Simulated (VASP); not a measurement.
Band structure of GaN (wurtzite). Method: TPSS meta-GGA, VASP's PBE PAW potentials (set 64) (plane waves; VASP).

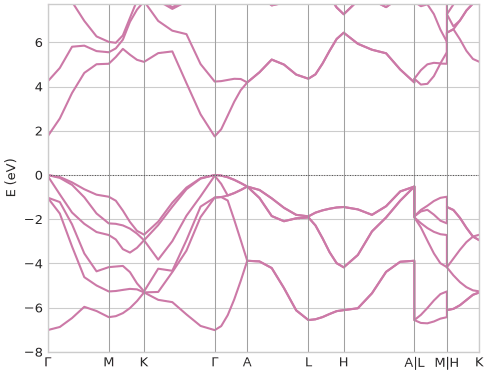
Figure. Bands along high-symmetry lines, zero at the valence-band maximum or, without a gap, the Fermi level

Question: Read the plot: is there a gap, and where are the band edges?

Answer: The gap is direct, 1.74 eV, from the valence maximum at Γ to the conduction minimum at Γ.

Measured: gap 3.68 eV (computed value off by -1.94 eV), as given by Wei Chen et al., Physical Review Materials (2018), doi:10.1103/physrevmaterials.2.073803 [zero-point renormalisation of 0.17 eV added back (the table's ZPR column)].

The compound is GaN in the wurtzite structure. It was relaxed first.
